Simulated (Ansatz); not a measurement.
Pt (Fm-3m, No. 225): the geometry given to an electronic-structure calculation, possibly off equilibrium.

```
Pt
1.0
     3.92000    0.00000    0.00000
     0.00000    3.92000    0.00000
     0.00000    0.00000    3.92000
Pt
4
Direct
  0.00000 0.00000 0.00000
  0.00000 0.50000 0.50000
  0.50000 0.00000 0.50000
  0.50000 0.50000 0.00000
```

What will a HAADF-like image along [001] show? The image is simulated as a sum over atoms of Z^1.6, blurred by a 1.30 Å probe (no channelling). The probe carries 25 % of its weight in a tail 2.5 times as wide. A slight drift was added.

Answer. The columns repeat on a square net with a repeat of 1.96 Å (plane group p4mm). All columns are alike (Pt). The shortest distance between visible columns is 1.96 Å in projection. Along the beam the structure repeats every 3.92 Å.

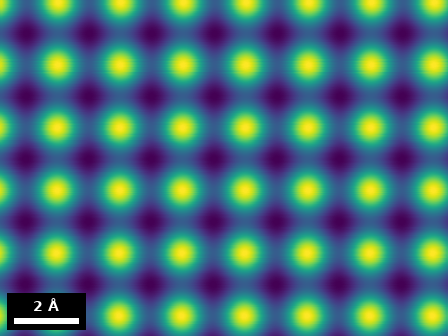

The simulated image.
